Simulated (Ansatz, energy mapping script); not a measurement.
# LuNiO2 in the infinite layer structure: J from the energies of magnetic orders, part 2 of 3

Aim: the exchange couplings of LuNiO2 in the infinite layer structure from the energies of a few collinear orders, and the ordering temperature that they give.

PBEsol with U = 5.7 eV on Ni d, ortho-atomic projectors; plane waves, U on orthogonalised atomic orbitals unless named otherwise, collinear spin, no spin–orbit coupling.

So far. Step 4 (Order 1: parallel, cell A of 8 atoms): The run ends ferromagnetic.

**5. Order 2: compensated +−, cell A of 8 atoms**

This order reverses 2 of the 2 neighbours at 2.99 Å, 2 of the 4 neighbours at 3.84 Å and 4 of the 8 neighbours at 4.87 Å, counted for an average magnetic atom.

The input, input.yaml:

```yaml
crystal:
  lattice:
    - [3.841038477, 0.0, 0.0]
    - [0.0, 3.841038477, 2.991306887]
    - [0.0, -3.841038477, 2.991306887]
  atoms:
    - { symbol: Lu, position: [0.5, 0.5, 0.0] }
    - { symbol: Lu, position: [0.5, 0.0, 0.5] }
    - { symbol: Ni, position: [0.0, 0.0, 0.0], spin: 2.0 }
    - { symbol: Ni, position: [0.0, 0.5, 0.5], spin: -2.0 }
    - { symbol: O, position: [0.5, 0.0, 0.0] }
    - { symbol: O, position: [0.5, 0.5, 0.5] }
    - { symbol: O, position: [0.0, 0.25, 0.75] }
    - { symbol: O, position: [0.0, 0.75, 0.25] }
magnetization:
  spin_polarized: true
kpoints:
  mp_grid: { grid: [9, 8, 8] }
hamiltonian:
  xc: pbesol
  hubbard:
    sites:
      - { species: Ni, l: d, u_eff: 5.7 }
      - { site: 2, l: d, u_eff: 5.7, starting_ns: [{ spin: up, occupation_matrix: ni2_major }, { spin: down, occupation_matrix: ni2_minor }] }
      - { site: 3, l: d, u_eff: 5.7, starting_ns: [{ spin: up, occupation_matrix: ni2_minor }, { spin: down, occupation_matrix: ni2_major }] }
    projectors: ortho-atomic
    occupation_matrices:
      ni2_major:
        matrix:
          - [0.921, 0.0, 0.0, 0.0, 0.0]
          - [0.0, 0.979, 0.0, 0.0, 0.0]
          - [0.0, 0.0, 0.979, 0.0, 0.0]
          - [0.0, 0.0, 0.0, 0.935, 0.0]
          - [0.0, 0.0, 0.0, 0.0, 0.985]
      ni2_minor:
        matrix:
          - [0.887, 0.0, 0.0, 0.0, 0.0]
          - [0.0, 0.973, 0.0, 0.0, 0.0]
          - [0.0, 0.0, 0.973, 0.0, 0.0]
          - [0.0, 0.0, 0.0, 0.16, 0.0]
          - [0.0, 0.0, 0.0, 0.0, 0.981]
scf:
  occupations: { method: fermi_dirac, width: 0.05 }
output:
  eigenvalues: true
  write_density: true
  write_potential: true
  elf: true
  volumetric_format: npy
```

The run is started by

```
$ ansatz run input.yaml --threads 4 --pin off --max-ram 8192MiB --backend cpu --events-out ev --progress --plain --runs-dir out
```

Numbers of over 12 decimals in the logs are rounded to 6 here.

Output:

```text
[...]
Crystal: 8 atoms, lattice volume = 88.265 Å³
Basis set: ecut = 420 eV, 1729 PW (Γ)
Bands: 69, of which v1, the nominal top of the filled ones, is band 55 counted from 1 (54 counted from 0)
Symmetry: 8 space group operations
[...]
k-points: 105 of 576
[...]
Starting moments: Σ|m| = 4 μB on 2 of 8 sites
Starting magnetic order: antiferromagnet; a translation exchanges its spin sublattices: spin-degenerate at every k-point
[...]
SCF iter   1: F=—  HF=-43083.975066 eV  |F-HF|=—  |Δ(HF+E_count)|=         —  Δρ=1.28e-1 (↑1.28e-1 ↓1.28e-1)  dr2=2.65e1  dr2_m=5.17e0  M=0.000 μB ∫|m|=1.734 μB  β_m=0.30  ethr=3.10e-3  ⟨swp⟩=5.4  Hψ=31836  notcnv=0  defer=25
[...]
SCF iter  16: F=-43079.020439 eV  HF=-43079.020439 eV  |F-HF|=1.43e-9  |Δ(HF+E_count)|=   1.24e-9  Δρ=2.77e-6 (↑2.77e-6 ↓2.77e-6)  dr2=8.82e-9  dr2_m=2.43e-9  M=0.000 μB ∫|m|=2.008 μB  ethr=9.09e-11  ⟨swp⟩=3.9  Hψ=20192  notcnv=0
SCF 1 converged in 16 iterations: F = -43079.020439 eV  dr2 = 8.82e-9
[...]
SCF converged after 16 iterations
Magnetization: 0.0000 μB (55.0000 up, 55.0000 down)
Absolute magnetization: 2.0064 μB (∫|ρ↑−ρ↓|, with the PAW one-centre terms)
[...]
Per-site moments (μB) at R_I (Å): [(-2.0405023699356095e-16, 1.004111), (2.0405023699356095e-16, 1.004111), (0.865923, 0.792214), (-0.865923, 0.792214), (0.033021, 0.792214), (-0.033021, 0.792214), (4.0166752312539286e-17, 0.792214), (-3.377206586449071e-17, 0.792214)]
Free energy (F): -43079.020439 eV
[...]
Internal energy: -43079.009821 eV  (E = F + TS)
E sigma→0 (E₀):  -43079.015130 eV
Entropy (-TS):   -0.010618 eV (-1.327 meV/atom)
Fermi energy:    16.878920 eV
[...]
--- Specified on-site occupations, and those of the state reported ---
  electrons in the specified blocks: 17.5460 specified, 17.5731 found
[...]
--- Band table (eV; the first three rows and the last of 210) ---
  k-point 0 ↑: bands = [... 51 lower, 14.2422, 14.6288, 15.0049, 15.8179, 16.2874, 18.3072, 20.1050, 20.1454, ... 10 higher]
  k-point 1 ↑: bands = [... 51 lower, 14.3459, 14.6129, 14.9703, 15.7475, 16.5047, 18.5218, 19.9985, 20.4672, ... 10 higher]
  k-point 2 ↑: bands = [... 51 lower, 14.5279, 14.5677, 14.8798, 15.5417, 17.1381, 19.0683, 19.9815, 20.6481, ... 10 higher]
  k-point 104 ↓: bands = [... 51 lower, 15.4546, 15.4770, 15.4781, 16.8754, 19.1008, 20.1829, 20.6212, 21.0187, ... 10 higher]
Occupation matrices written to <dir>
```

Run time: 21 s. Hardware: 4 threads of Arm Neoverse V2, shared host; peak memory 1.2 GiB; 81 s of CPU time.

Spin moment in the sphere by atom:

```
atom  spin moment in the sphere (μB)
 Lu1                           0.000
 Lu2                           0.000
 Ni3                           0.866
 Ni4                          -0.866
  O5                           0.033
  O6                          -0.033
  O7                           0.000
  O8                           0.000
```

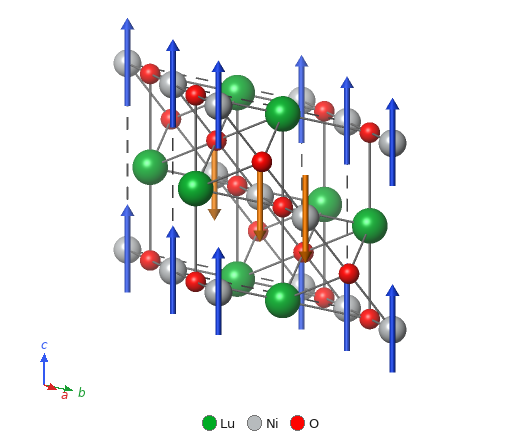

Spin moment in the sphere as arrows, the longest 0.866 μB. Up and down stand for the sign. Arrows give size and sign along the axis of quantisation, drawn up and down the page. The two directions have two colours. 2×1×1 cells are drawn. Some periodic images of atoms are drawn too.

The run ends antiferromagnetic, 35.05 meV a magnetic atom above the parallel order of its cell (energies taken at zero occupation width, not the printed F).

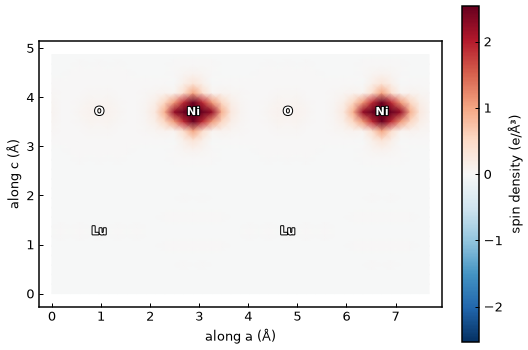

Spin density in the ac plane at fractional y = 0.000, with atoms of Lu and Ni and O within 0.2 Å of it. The map starts off the cell's origin, so that atoms lie inside it.

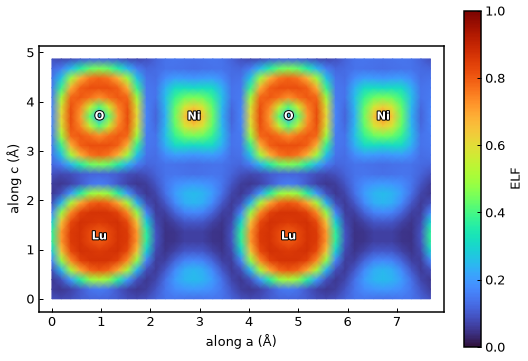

ELF in the ac plane at fractional y = 0.000, with atoms of Lu and Ni and O within 0.2 Å of it. It is the smooth field of the valence electrons, not physical close to the nuclei. The map starts off the cell's origin, so that atoms lie inside it.

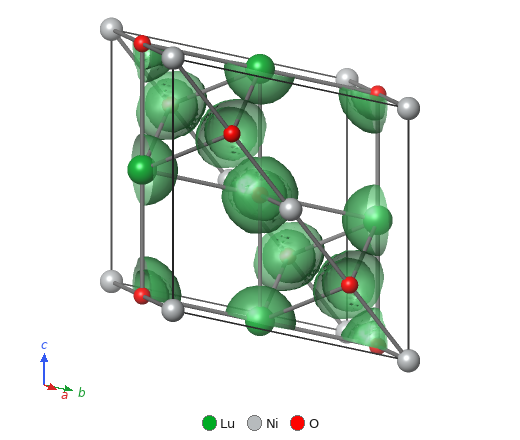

Surface of ELF = 0.8.

**6. Parallel start in cell B (8 atoms)**

A new cell needs its own zero of energy.

This run holds the same structure in another cell (a 3.841 → 2.991 Å, b 4.868 → 5.432 Å, c 4.868 → 5.432 Å, α 104.2 → 90.0°).

The input, input.yaml:

```yaml
crystal:
  lattice:
    - [0.0, 0.0, -2.991306887]
    - [3.841038477, 3.841038477, 0.0]
    - [3.841038477, -3.841038477, 0.0]
  atoms:
    - { symbol: Lu, position: [0.5, 0.5, 0.0] }
    - { symbol: Lu, position: [0.5, 0.0, 0.5] }
    - { symbol: Ni, position: [0.0, 0.0, 0.0], spin: 2.0 }
    - { symbol: Ni, position: [0.0, 0.5, 0.5], spin: 2.0 }
    - { symbol: O, position: [0.0, 0.25, 0.25] }
    - { symbol: O, position: [0.0, 0.75, 0.75] }
    - { symbol: O, position: [0.0, 0.25, 0.75] }
    - { symbol: O, position: [0.0, 0.75, 0.25] }
magnetization:
  spin_polarized: true
kpoints:
  mp_grid: { grid: [12, 7, 7] }
hamiltonian:
  xc: pbesol
  hubbard:
    sites:
      - { species: Ni, l: d, u_eff: 5.7 }
      - { site: 2, l: d, u_eff: 5.7, starting_ns: [{ spin: up, occupation_matrix: ni2_major }, { spin: down, occupation_matrix: ni2_minor }] }
      - { site: 3, l: d, u_eff: 5.7, starting_ns: [{ spin: up, occupation_matrix: ni2_major }, { spin: down, occupation_matrix: ni2_minor }] }
    projectors: ortho-atomic
    occupation_matrices:
      ni2_major:
        matrix:
          - [0.921, 0.0, 0.0, 0.0, 0.0]
          - [0.0, 0.979, 0.0, 0.0, 0.0]
          - [0.0, 0.0, 0.979, 0.0, 0.0]
          - [0.0, 0.0, 0.0, 0.935, 0.0]
          - [0.0, 0.0, 0.0, 0.0, 0.985]
      ni2_minor:
        matrix:
          - [0.887, 0.0, 0.0, 0.0, 0.0]
          - [0.0, 0.973, 0.0, 0.0, 0.0]
          - [0.0, 0.0, 0.973, 0.0, 0.0]
          - [0.0, 0.0, 0.0, 0.16, 0.0]
          - [0.0, 0.0, 0.0, 0.0, 0.981]
scf:
  occupations: { method: fermi_dirac, width: 0.05 }
output:
  eigenvalues: true
```

Output:

```text
[...]
Crystal: 8 atoms, lattice volume = 88.265 Å³
Basis set: ecut = 420 eV, 1717 PW (Γ)
Bands: 69, of which v1, the nominal top of the filled ones, is band 55 counted from 1 (54 counted from 0)
Symmetry: 32 space group operations
[...]
k-points: 70 of 588
[...]
Starting moments: Σ|m| = 4 μB on 2 of 8 sites
[...]
k-point 1 ↑: bands = [... 51 lower, 14.1572, 14.1911, 15.0206, 15.0594, 16.4183, 17.8401, 18.4236, 19.0275, ... 10 higher]
  k-point 2 ↑: bands = [... 51 lower, 14.4591, 14.8461, 14.8829, 14.9863, 16.8360, 17.2719, 18.5656, 19.1245, ... 10 higher]
  k-point 69 ↓: bands = [... 51 lower, 15.0756, 15.9352, 15.9595, 19.4732, 20.1523, 20.3858, 20.4400, 20.6829, ... 10 higher]
Occupation matrices written to <dir>
[key lines of the parts left out:]
SCF converged after 16 iterations
Magnetization: 1.7749 μB (55.8874 up, 54.1126 down)
Free energy (F): -43079.087318 eV
Fermi energy:    17.254260 eV
```

Run time: 24 s. Hardware: 4 threads; peak memory 1 GiB; 92 s of CPU time.

The run ends ferromagnetic. For each magnetic atom its energy differs from the parallel run of the first cell by 1.10 meV, an error that one common reference would have brought in.

**7. Order 4: compensated +−, cell B of 8 atoms**

This order reverses 0 of the 2 neighbours at 2.99 Å, 4 of the 4 neighbours at 3.84 Å and 8 of the 8 neighbours at 4.87 Å, counted for an average magnetic atom.

Edit input.yaml of step 6 so:

```diff
@@ -9,3 +9,3 @@
     - { symbol: Ni, position: [0.0, 0.0, 0.0], spin: 2.0 }
-    - { symbol: Ni, position: [0.0, 0.5, 0.5], spin: 2.0 }
+    - { symbol: Ni, position: [0.0, 0.5, 0.5], spin: -2.0 }
     - { symbol: O, position: [0.0, 0.25, 0.25] }
@@ -24,3 +24,3 @@
       - { site: 2, l: d, u_eff: 5.7, starting_ns: [{ spin: up, occupation_matrix: ni2_major }, { spin: down, occupation_matrix: ni2_minor }] }
-      - { site: 3, l: d, u_eff: 5.7, starting_ns: [{ spin: up, occupation_matrix: ni2_major }, { spin: down, occupation_matrix: ni2_minor }] }
+      - { site: 3, l: d, u_eff: 5.7, starting_ns: [{ spin: up, occupation_matrix: ni2_minor }, { spin: down, occupation_matrix: ni2_major }] }
     projectors: ortho-atomic
```

Output:

```text
[...]
Crystal: 8 atoms, lattice volume = 88.265 Å³
Basis set: ecut = 420 eV, 1717 PW (Γ)
Bands: 69, of which v1, the nominal top of the filled ones, is band 55 counted from 1 (54 counted from 0)
Symmetry: 16 space group operations
[...]
k-points: 70 of 588
[...]
Starting moments: Σ|m| = 4 μB on 2 of 8 sites
[...]
k-point 1 ↑: bands = [... 51 lower, 14.6254, 15.4324, 15.4713, 15.8909, 16.4040, 18.5809, 18.9568, 20.5283, ... 10 higher]
  k-point 2 ↑: bands = [... 51 lower, 14.6689, 15.2774, 15.4167, 16.0523, 16.8294, 18.5003, 19.2447, 20.6835, ... 10 higher]
  k-point 69 ↓: bands = [... 51 lower, 14.9824, 15.0718, 15.1563, 16.6941, 19.4810, 20.2138, 20.5174, 20.6170, ... 10 higher]
Occupation matrices written to <dir>
[key lines of the parts left out:]
SCF converged after 18 iterations
Magnetization: 0.0000 μB (55.0000 up, 55.0000 down)
Free energy (F): -43079.052397 eV
Fermi energy:    16.610146 eV
```

Elapsed: 14 s, on 4 threads; peak memory 1 GiB; 56 s of CPU time.

The run ends antiferromagnetic, 16.66 meV a magnetic atom above the parallel order of its cell (energies taken at zero occupation width, not the printed F).

**8. Order 5: parallel, cell C of 8 atoms**

The parallel order again, as the reference for this cell.

This run holds the same structure in another cell (a 2.991 → 3.841 Å, b 5.432 → 3.841 Å, c 5.432 → 5.983 Å).

The input, input.yaml:

```yaml
crystal:
  lattice:
    - [3.841038477, 0.0, 0.0]
    - [0.0, 3.841038477, 0.0]
    - [0.0, 0.0, 5.982613774]
  atoms:
    - { symbol: Lu, position: [0.5, 0.5, 0.25] }
    - { symbol: Lu, position: [0.5, 0.5, 0.75] }
    - { symbol: Ni, position: [0.0, 0.0, 0.0], spin: 2.0 }
    - { symbol: Ni, position: [0.0, 0.0, 0.5], spin: 2.0 }
    - { symbol: O, position: [0.5, 0.0, 0.0] }
    - { symbol: O, position: [0.5, 0.0, 0.5] }
    - { symbol: O, position: [0.0, 0.5, 0.0] }
    - { symbol: O, position: [0.0, 0.5, 0.5] }
magnetization:
  spin_polarized: true
kpoints:
  mp_grid: { grid: [9, 9, 6] }
hamiltonian:
  xc: pbesol
  hubbard:
    sites:
      - { species: Ni, l: d, u_eff: 5.7 }
      - { site: 2, l: d, u_eff: 5.7, starting_ns: [{ spin: up, occupation_matrix: ni2_major }, { spin: down, occupation_matrix: ni2_minor }] }
      - { site: 3, l: d, u_eff: 5.7, starting_ns: [{ spin: up, occupation_matrix: ni2_major }, { spin: down, occupation_matrix: ni2_minor }] }
    projectors: ortho-atomic
    occupation_matrices:
      ni2_major:
        matrix:
          - [0.921, 0.0, 0.0, 0.0, 0.0]
          - [0.0, 0.979, 0.0, 0.0, 0.0]
          - [0.0, 0.0, 0.979, 0.0, 0.0]
          - [0.0, 0.0, 0.0, 0.935, 0.0]
          - [0.0, 0.0, 0.0, 0.0, 0.985]
      ni2_minor:
        matrix:
          - [0.887, 0.0, 0.0, 0.0, 0.0]
          - [0.0, 0.973, 0.0, 0.0, 0.0]
          - [0.0, 0.0, 0.973, 0.0, 0.0]
          - [0.0, 0.0, 0.0, 0.16, 0.0]
          - [0.0, 0.0, 0.0, 0.0, 0.981]
scf:
  occupations: { method: fermi_dirac, width: 0.05 }
output:
  eigenvalues: true
```

Output:

```text
[...]
Crystal: 8 atoms, lattice volume = 88.265 Å³
Basis set: ecut = 420 eV, 1739 PW (Γ)
Bands: 69, of which v1, the nominal top of the filled ones, is band 55 counted from 1 (54 counted from 0)
Symmetry: 32 space group operations
[...]
k-points: 60 of 486
[...]
Starting moments: Σ|m| = 4 μB on 2 of 8 sites
[...]
k-point 1 ↑: bands = [... 51 lower, 13.4598, 13.6132, 13.6132, 13.7790, 14.6029, 16.5645, 18.3573, 20.4644, ... 10 higher]
  k-point 2 ↑: bands = [... 51 lower, 13.4864, 13.5544, 13.5544, 13.7370, 14.3717, 17.4407, 18.9559, 19.6984, ... 10 higher]
  k-point 59 ↓: bands = [... 51 lower, 15.4158, 15.4249, 15.4249, 19.3510, 19.3510, 20.8318, 20.8318, 21.4930, ... 10 higher]
Occupation matrices written to <dir>
[key lines of the parts left out:]
SCF converged after 16 iterations
Magnetization: 1.7303 μB (55.8651 up, 54.1349 down)
Free energy (F): -43079.090405 eV
Fermi energy:    17.307668 eV
```

The job ended after 23 s (4 threads; peak memory 0.97 GiB; 90 s of CPU time).

The run ends ferromagnetic. For each magnetic atom its energy differs from the parallel run of the first cell by -0.97 meV, an error that one common reference would have brought in.

**9. Order 6: compensated +−, cell C of 8 atoms**

This order reverses 2 of the 2 neighbours at 2.99 Å, 0 of the 4 neighbours at 3.84 Å and 8 of the 8 neighbours at 4.87 Å, counted for an average magnetic atom.

Edit input.yaml of step 8 so:

```diff
@@ -9,3 +9,3 @@
     - { symbol: Ni, position: [0.0, 0.0, 0.0], spin: 2.0 }
-    - { symbol: Ni, position: [0.0, 0.0, 0.5], spin: 2.0 }
+    - { symbol: Ni, position: [0.0, 0.0, 0.5], spin: -2.0 }
     - { symbol: O, position: [0.5, 0.0, 0.0] }
@@ -24,3 +24,3 @@
       - { site: 2, l: d, u_eff: 5.7, starting_ns: [{ spin: up, occupation_matrix: ni2_major }, { spin: down, occupation_matrix: ni2_minor }] }
-      - { site: 3, l: d, u_eff: 5.7, starting_ns: [{ spin: up, occupation_matrix: ni2_major }, { spin: down, occupation_matrix: ni2_minor }] }
+      - { site: 3, l: d, u_eff: 5.7, starting_ns: [{ spin: up, occupation_matrix: ni2_minor }, { spin: down, occupation_matrix: ni2_major }] }
     projectors: ortho-atomic
```

Output:

```text
[...]
Crystal: 8 atoms, lattice volume = 88.265 Å³
Basis set: ecut = 420 eV, 1739 PW (Γ)
Bands: 69, of which v1, the nominal top of the filled ones, is band 55 counted from 1 (54 counted from 0)
Symmetry: 16 space group operations
[...]
k-points: 60 of 486
[...]
Starting moments: Σ|m| = 4 μB on 2 of 8 sites
[...]
k-point 1 ↑: bands = [... 51 lower, 13.7760, 13.9543, 13.9543, 15.1085, 16.6230, 18.4617, 19.6587, 20.4629, ... 10 higher]
  k-point 2 ↑: bands = [... 51 lower, 13.8893, 13.9213, 13.9213, 14.9359, 17.4851, 19.0194, 19.6805, 19.7283, ... 10 higher]
  k-point 59 ↓: bands = [... 51 lower, 14.9759, 15.4055, 15.4291, 17.9522, 19.1605, 19.3590, 20.8292, 20.8343, ... 10 higher]
Occupation matrices written to <dir>
[key lines of the parts left out:]
SCF converged after 15 iterations
Magnetization: 0.0000 μB (55.0000 up, 55.0000 down)
Free energy (F): -43079.093312 eV
Fermi energy:    17.310986 eV
```

Elapsed: 11 s, on 4 threads; peak memory 0.93 GiB; 41 s of CPU time.

The run ends antiferromagnetic, 1.58 meV a magnetic atom below the parallel order of its cell (energies taken at zero occupation width, not the printed F).

**10. Run 7 (parallel; cell D, 8 atoms)**

The parallel order again, as the reference for this cell.

This run holds the same structure in another cell (a 3.841 → 4.868 Å, b 3.841 → 4.868 Å, c 5.983 → 4.868 Å, α 90.0 → 104.2°, β 90.0 → 112.2°, γ 90.0 → 112.2°).

The input, input.yaml:

```yaml
crystal:
  lattice:
    - [3.841038477, 0.0, 2.991306887]
    - [0.0, -3.841038477, -2.991306887]
    - [0.0, 3.841038477, -2.991306887]
  atoms:
    - { symbol: Lu, position: [0.5, 0.25, 0.75] }
    - { symbol: Lu, position: [0.5, 0.75, 0.25] }
    - { symbol: Ni, position: [0.0, 0.5, 0.5], spin: 2.0 }
    - { symbol: Ni, position: [0.0, 0.0, 0.0], spin: 2.0 }
    - { symbol: O, position: [0.5, 0.75, 0.75] }
    - { symbol: O, position: [0.5, 0.25, 0.25] }
    - { symbol: O, position: [0.0, 0.25, 0.75] }
    - { symbol: O, position: [0.0, 0.75, 0.25] }
magnetization:
  spin_polarized: true
kpoints:
  mp_grid: { grid: [9, 9, 9] }
hamiltonian:
  xc: pbesol
  hubbard:
    sites:
      - { species: Ni, l: d, u_eff: 5.7 }
      - { site: 2, l: d, u_eff: 5.7, starting_ns: [{ spin: up, occupation_matrix: ni2_major }, { spin: down, occupation_matrix: ni2_minor }] }
      - { site: 3, l: d, u_eff: 5.7, starting_ns: [{ spin: up, occupation_matrix: ni2_major }, { spin: down, occupation_matrix: ni2_minor }] }
    projectors: ortho-atomic
    occupation_matrices:
      ni2_major:
        matrix:
          - [0.921, 0.0, 0.0, 0.0, 0.0]
          - [0.0, 0.979, 0.0, 0.0, 0.0]
          - [0.0, 0.0, 0.979, 0.0, 0.0]
          - [0.0, 0.0, 0.0, 0.935, 0.0]
          - [0.0, 0.0, 0.0, 0.0, 0.985]
      ni2_minor:
        matrix:
          - [0.887, 0.0, 0.0, 0.0, 0.0]
          - [0.0, 0.973, 0.0, 0.0, 0.0]
          - [0.0, 0.0, 0.973, 0.0, 0.0]
          - [0.0, 0.0, 0.0, 0.16, 0.0]
          - [0.0, 0.0, 0.0, 0.0, 0.981]
scf:
  occupations: { method: fermi_dirac, width: 0.05 }
output:
  eigenvalues: true
```

Output:

```text
[...]
Crystal: 8 atoms, lattice volume = 88.265 Å³
Basis set: ecut = 420 eV, 1729 PW (Γ)
Bands: 69, of which v1, the nominal top of the filled ones, is band 55 counted from 1 (54 counted from 0)
Symmetry: 32 space group operations
[...]
k-points: 75 of 729
[...]
Starting moments: Σ|m| = 4 μB on 2 of 8 sites
[...]
k-point 1 ↑: bands = [... 51 lower, 14.6802, 14.8412, 14.8772, 15.1385, 16.4930, 16.6742, 17.9837, 18.4073, ... 10 higher]
  k-point 2 ↑: bands = [... 51 lower, 14.5404, 14.6756, 14.7677, 14.9799, 17.1408, 17.6375, 17.6607, 19.0554, ... 10 higher]
  k-point 74 ↓: bands = [... 51 lower, 15.5475, 15.5475, 15.5951, 19.3166, 19.7552, 20.6289, 21.1118, 21.1532, ... 10 higher]
Occupation matrices written to <dir>
[key lines of the parts left out:]
SCF converged after 15 iterations
Magnetization: 1.7632 μB (55.8816 up, 54.1184 down)
Free energy (F): -43079.091024 eV
Fermi energy:    17.262933 eV
```

It took 27 s on 4 threads; peak memory 1.1 GiB.

The run ends ferromagnetic. For each magnetic atom its energy differs from the parallel run of the first cell by -1.45 meV, an error that one common reference would have brought in.

(Continued in part 3 of 3.)

[Logs and program files are shortened in this print: banners, set-up blocks, solver, clock and traceback lines can be left out without a mark of their own.]

[Logs are printed without paths, hosts, clocks, repeated set-up lines and the standing remarks that a program may print on its own settings, such as how far it seeks lower states.]

[Hosts, paths, dates, database ids (printed as entryN), source tags and the programs' standing remarks are cut or masked in the printed files.]

[Where a cell is said to come from a database of computed structures, the database is the Materials Project.]
